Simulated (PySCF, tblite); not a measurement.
# C7H10Si: a rotation path, then NMR shifts on frames

How do NMR shifts of C7H10Si (`C=CCC1=CC=C[SiH2]1`) change as the atoms move?

Computed with tblite 0.8.0 and PySCF 2.14.0, with density-fitted response routines of our own, on a single molecule in the gas phase. Atoms are numbered from 0 throughout.

### Step 1. Starting geometry

18 atoms, charge 0, multiplicity 1; geometry from: GFN2-xTB.

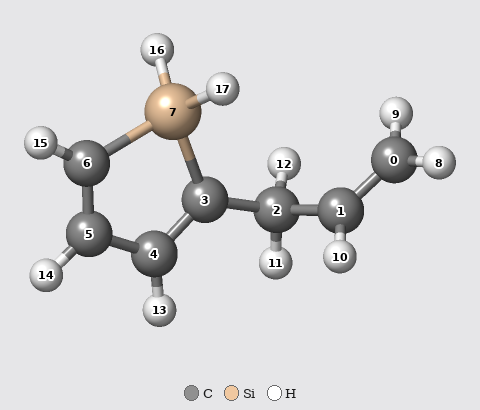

The starting geometry (carbon grey, silicon light orange, hydrogen white), atoms numbered.

### Step 2. A band between two rotamers with GFN2-xTB

Job settings and geometry (Å):

```
{"job": {"kind": "neb", "xc": "GFN2-xTB", "basis": "xTB", "atoms": [1, 2, 3, 7], "turn": 120}, "charge": 0, "multiplicity": 1}
C      2.806394     0.448624    -1.101256
C      1.990772     0.622735    -0.079085
C      1.260150    -0.479886     0.626418
C     -0.212153    -0.302830     0.428015
C     -1.062070     0.120249     1.374849
C     -2.453037     0.269600     0.975530
C     -2.740982    -0.018809    -0.299837
Si    -1.166935    -0.546542    -1.190954
H      3.302797     1.273859    -1.583468
H      3.021029    -0.531575    -1.495088
H      1.783473     1.616815     0.295887
H      1.500373    -0.445628     1.694315
H      1.576852    -1.445201     0.225020
H     -0.768964     0.342940     2.392821
H     -3.181937     0.599621     1.703962
H     -3.739720     0.055912    -0.695800
H     -1.178671    -1.941031    -1.637223
H     -0.746131     0.367464    -2.252427
```

With the program's defaults for keys left out, this is: GFN2-xTB climbing-image nudged elastic band, gas phase.

Started as:

```
$ OMP_NUM_THREADS=1 python probes_run.py task.json out
```

One launch serves the whole session: the jobs run in the order shown.

Standard output:

```text
image   E - E0 / eV
  0       0.0000
  1       0.0096
  2       0.0255
  3       0.0457
  4       0.0655
  5       0.0730
  6       0.0625
  7       0.0450
  8       0.0284
```

It took 5.8 s on 1 thread of Arm Neoverse N1, shared host; peak memory 0.18 GiB.

The final band, with the dihedral C1–C2–C3–Si7:

```tsv
image	dihedral (°)	energy (eV)	energy (kcal/mol)
0	70	0.000	0.0
1	86	0.010	0.2
2	101	0.026	0.6
3	117	0.046	1.1
4	133	0.066	1.5
5	148	0.073	1.7
6	163	0.062	1.4
7	178	0.045	1.0
8	192	0.028	0.7
```

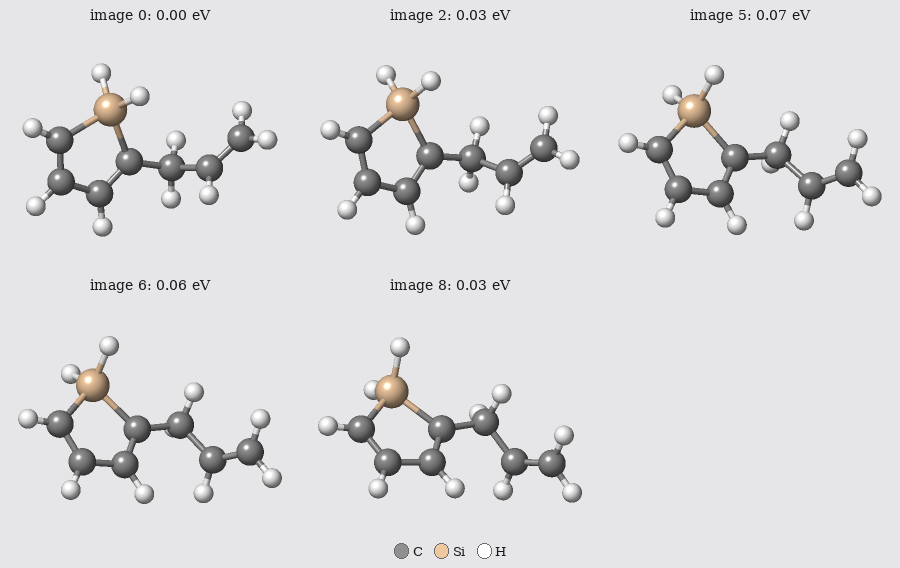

Images along the band.

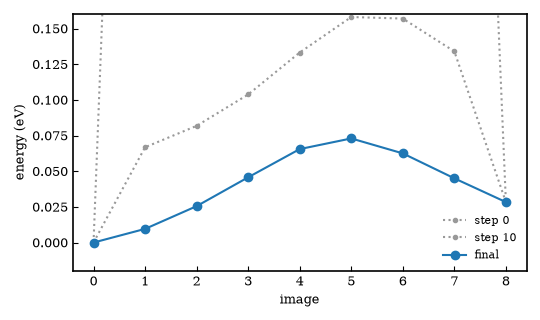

Energy along the band, early and final.

### Step 3. NMR shieldings: image 0, PBE0/pcSseg-1

Job settings and geometry (Å):

```
{"job": {"kind": "nmr", "xc": "PBE0", "basis": "pcSseg-1", "pop": false}, "charge": 0, "multiplicity": 1}
C      2.806400     0.448600    -1.101300
C      1.990800     0.622700    -0.079100
C      1.260200    -0.479900     0.626400
C     -0.212200    -0.302800     0.428000
C     -1.062100     0.120200     1.374800
C     -2.453000     0.269600     0.975500
C     -2.741000    -0.018800    -0.299800
Si    -1.166900    -0.546500    -1.191000
H      3.302800     1.273900    -1.583500
H      3.021000    -0.531600    -1.495100
H      1.783500     1.616800     0.295900
H      1.500400    -0.445600     1.694300
H      1.576900    -1.445200     0.225000
H     -0.769000     0.342900     2.392800
H     -3.181900     0.599600     1.704000
H     -3.739700     0.055900    -0.695800
H     -1.178700    -1.941000    -1.637200
H     -0.746100     0.367500    -2.252400
```

Level: GIAO PBE0/pcSseg-1 NMR shielding, non-relativistic, gas phase.

Standard output:

```text
coarse grid: 15432 points
cycle   1  E = -561.5804559720  dE =  1.048e+00  |g| = 4.505e-01  |ddm| = 3.920e+00
cycle   2  E = -561.5728207377  dE =  7.635e-03  |g| = 4.858e-01  |ddm| = 9.240e-01
cycle   3  E = -561.6369330809  dE = -6.411e-02  |g| = 5.153e-02  |ddm| = 5.089e-01
cycle   4  E = -561.6372617488  dE = -3.287e-04  |g| = 3.713e-02  |ddm| = 7.314e-02
cycle   5  E = -561.6375935090  dE = -3.318e-04  |g| = 9.654e-03  |ddm| = 3.789e-02
cycle   6  E = -561.6376183255  dE = -2.482e-05  |g| = 2.131e-03  |ddm| = 1.212e-02
cycle   7  E = -561.6376194497  dE = -1.124e-06  |g| = 5.239e-04  |ddm| = 2.447e-03
final grid: 144104 points
cycle   8  E = -561.6868237478  dE = -3.336e-05  |g| = 7.791e-03  |ddm| = 3.204e-02
cycle   9  E = -561.6868180191  dE =  5.729e-06  |g| = 9.005e-03  |ddm| = 1.630e-02
cycle  10  E = -561.6868399373  dE = -2.192e-05  |g| = 1.751e-03  |ddm| = 9.715e-03
cycle  11  E = -561.6868407397  dE = -8.023e-07  |g| = 2.677e-04  |ddm| = 1.711e-03
cycle  12  E = -561.6868407565  dE = -1.685e-08  |g| = 8.627e-05  |ddm| = 3.320e-04
cycle  13  E = -561.6868407584  dE = -1.846e-09  |g| = 3.005e-05  |ddm| = 1.260e-04
cycle  14  E = -561.6868407586  dE = -1.885e-10  |g| = 1.321e-05  |ddm| = 3.385e-05
converged SCF energy = -561.6868407586

GIAO shielding tensors (ppm)
atom      isotropic    diamagn.    paramagn.     s11        s22        s33       span
  0 C       66.410     253.334    -186.923    -42.330     84.320    157.241    199.570
  1 C       37.387     256.983    -219.595    -87.482     48.959    150.685    238.167
  2 C      141.152     245.005    -103.853    122.601    145.845    155.010     32.409
  3 C       31.874     263.079    -231.205    -68.105     11.795    151.931    220.036
  4 C       37.639     253.501    -215.862    -66.680     54.291    125.307    191.987
  5 C       29.822     254.792    -224.970    -87.965     38.426    139.006    226.971
  6 C       53.694     262.011    -208.317    -54.948     48.128    167.902    222.850
  7 Si     399.279     882.513    -483.234    338.781    400.787    458.269    119.487
  8 H       26.504      28.863      -2.359     23.575     25.687     30.250      6.675
  9 H       26.309      31.066      -4.758     22.687     26.208     30.031      7.344
 10 H       25.760      32.267      -6.507     22.539     25.846     28.895      6.356
 11 H       28.379      31.069      -2.689     24.910     27.611     32.618      7.708
 12 H       28.566      31.789      -3.224     25.950     27.650     32.097      6.147
 13 H       24.850      33.597      -8.747     21.817     24.379     28.354      6.537
 14 H       24.514      30.089      -5.575     22.573     23.632     27.337      4.764
 15 H       25.606      29.789      -4.183     24.854     25.412     26.552      1.698
 16 H       27.248      29.750      -2.502     23.849     25.532     32.364      8.516
 17 H       27.097      30.080      -2.983     23.315     26.459     31.518      8.203
```

Run time: 43 s. Hardware: 1 thread of Arm Neoverse N1, shared host; peak memory 0.85 GiB.

The references, computed at this level on geometries of the same kind, shield at (ppm): 1H TMS 31.72, 13C TMS 186.9, 29Si TMS 349.2. Their shielding less the atom's gives the shift. The references are single molecules in the gas phase. Each atom is listed at this fixed geometry, with no averaging over motion; a spectrum would average atoms that exchange fast.

```tsv
atoms	environment	σ (ppm)	δ (ppm)
C5	alkene CH	29.8	157.1
C3	fully substituted alkene carbon	31.9	155.1
C1	alkene CH	37.4	149.5
C4	alkene CH	37.6	149.3
C6	alkene CH	53.7	133.2
C0	terminal =CH2 carbon	66.4	120.5
C2	allylic sp3 CH2	141.2	45.8
H14	hydrogen on an alkene CH	24.51	7.20
H13	hydrogen on an alkene CH	24.85	6.87
H15	hydrogen on an alkene CH	25.61	6.11
H10	hydrogen on an alkene CH	25.76	5.96
H9	hydrogen on a terminal =CH2 carbon	26.31	5.41
H8	hydrogen on a terminal =CH2 carbon	26.50	5.21
H17	hydrogen on a silicon bonded to 2 C, in a 5-membered ring	27.10	4.62
H16	hydrogen on a silicon bonded to 2 C, in a 5-membered ring	27.25	4.47
H11	hydrogen on an allylic sp3 CH2	28.38	3.34
H12	hydrogen on an allylic sp3 CH2	28.57	3.15
Si7	silicon bonded to 2 C, 2 H, in a 5-membered ring	399.3	-50.1
```

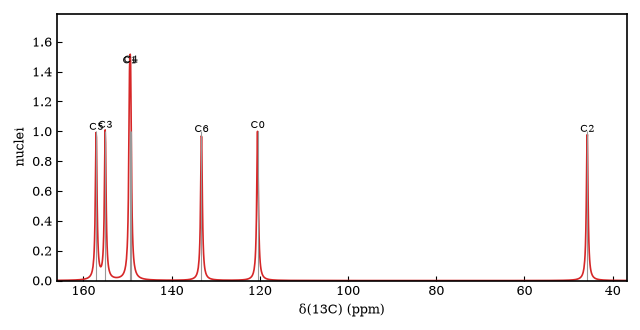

13C lines at the computed shifts, without couplings. Lines are broadened to a width of 0.45 ppm (Lorentzian).

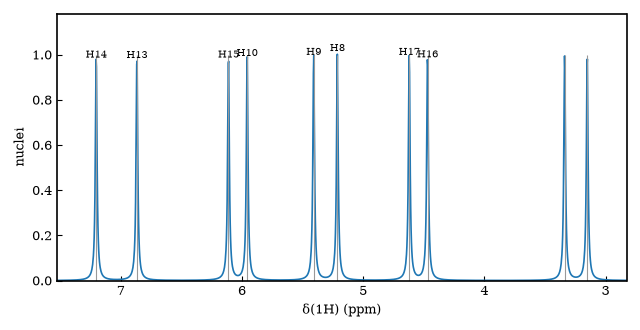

1H lines at the computed shifts, without couplings. Lines are broadened to a width of 0.02 ppm (Lorentzian).

Ring of atoms C3, C4, C5, C6, Si7: NICS(0) 1.9, NICS(1) -1.1, NICS(1)zz 3.0 ppm (means of both faces).

### Step 4. Nuclear shieldings: image 2, PBE0/pcSseg-1

Job settings and geometry (Å):

```
{"job": {"kind": "nmr", "xc": "PBE0", "basis": "pcSseg-1", "pop": false}, "charge": 0, "multiplicity": 1}
C      2.845000     0.737500    -0.895400
C      2.014700     0.601300     0.120200
C      1.252000    -0.652000     0.432900
C     -0.219200    -0.391300     0.306200
C     -0.944800     0.297100     1.201000
C     -2.351600     0.484200     0.886100
C     -2.780000    -0.031500    -0.273100
Si    -1.337400    -0.868300    -1.147500
H      3.369000     1.658600    -1.087900
H      3.043100    -0.074600    -1.575800
H      1.823000     1.430100     0.789400
H      1.487800    -0.958900     1.457600
H      1.553000    -1.449700    -0.248100
H     -0.548000     0.704200     2.121900
H     -2.984000     1.017000     1.583600
H     -3.805500     0.046000    -0.593100
H     -1.504400    -2.315300    -1.300900
H     -0.921400    -0.228300    -2.395500
```

Level: GIAO PBE0/pcSseg-1 NMR shielding, non-relativistic, gas phase.

Standard output:

```text
coarse grid: 15432 points
cycle   1  E = -561.5782719476  dE =  1.047e+00  |g| = 4.535e-01  |ddm| = 3.927e+00
cycle   2  E = -561.5698927813  dE =  8.379e-03  |g| = 4.913e-01  |ddm| = 9.383e-01
cycle   3  E = -561.6356432505  dE = -6.575e-02  |g| = 4.741e-02  |ddm| = 5.181e-01
cycle   4  E = -561.6359071883  dE = -2.639e-04  |g| = 3.519e-02  |ddm| = 6.946e-02
cycle   5  E = -561.6362062452  dE = -2.991e-04  |g| = 9.248e-03  |ddm| = 3.638e-02
cycle   6  E = -561.6362289918  dE = -2.275e-05  |g| = 2.183e-03  |ddm| = 1.189e-02
cycle   7  E = -561.6362301956  dE = -1.204e-06  |g| = 4.064e-04  |ddm| = 2.292e-03
final grid: 144104 points
cycle   8  E = -561.6848089772  dE = -3.332e-05  |g| = 7.432e-03  |ddm| = 3.216e-02
cycle   9  E = -561.6848049938  dE =  3.983e-06  |g| = 8.350e-03  |ddm| = 1.522e-02
cycle  10  E = -561.6848239304  dE = -1.894e-05  |g| = 1.382e-03  |ddm| = 8.821e-03
cycle  11  E = -561.6848244185  dE = -4.881e-07  |g| = 2.953e-04  |ddm| = 1.433e-03
cycle  12  E = -561.6848244402  dE = -2.174e-08  |g| = 7.673e-05  |ddm| = 3.325e-04
cycle  13  E = -561.6848244417  dE = -1.424e-09  |g| = 2.808e-05  |ddm| = 1.157e-04
cycle  14  E = -561.6848244418  dE = -1.762e-10  |g| = 1.112e-05  |ddm| = 3.165e-05
converged SCF energy = -561.6848244418

GIAO shielding tensors (ppm)
atom      isotropic    diamagn.    paramagn.     s11        s22        s33       span
  0 C       67.314     253.046    -185.732    -41.322     86.466    156.799    198.120
  1 C       38.424     256.996    -218.572    -82.606     51.999    145.881    228.487
  2 C      144.985     244.920     -99.935    127.682    147.309    159.964     32.282
  3 C       33.228     262.674    -229.446    -69.449     12.432    156.701    226.151
  4 C       36.610     254.253    -217.643    -73.451     50.326    132.956    206.407
  5 C       29.172     254.640    -225.468    -88.757     37.307    138.967    227.724
  6 C       56.093     261.802    -205.709    -48.605     48.951    167.932    216.536
  7 Si     397.960     882.613    -484.653    332.595    399.823    461.462    128.868
  8 H       26.565      28.872      -2.307     23.717     25.532     30.448      6.731
  9 H       26.456      31.143      -4.686     23.059     25.993     30.317      7.258
 10 H       25.752      32.456      -6.704     22.868     25.327     29.062      6.194
 11 H       28.274      30.374      -2.100     24.875     26.989     32.958      8.083
 12 H       28.769      32.222      -3.453     25.180     29.226     31.900      6.720
 13 H       24.787      33.950      -9.163     21.388     24.083     28.890      7.501
 14 H       24.423      30.283      -5.859     22.477     23.480     27.314      4.837
 15 H       25.716      29.686      -3.971     25.128     25.502     26.517      1.390
 16 H       27.213      29.560      -2.347     23.873     25.343     32.422      8.549
 17 H       27.130      30.086      -2.956     23.697     25.929     31.763      8.066
```

Run time: 43 s. Hardware: 1 thread of Arm Neoverse N1, shared host; peak memory 0.91 GiB.

In short: δ C5 157.8, C3 153.7, C4 150.3, C1 148.5, H14 7.29, H13 6.93 ppm.

[end of part 1 of 2]
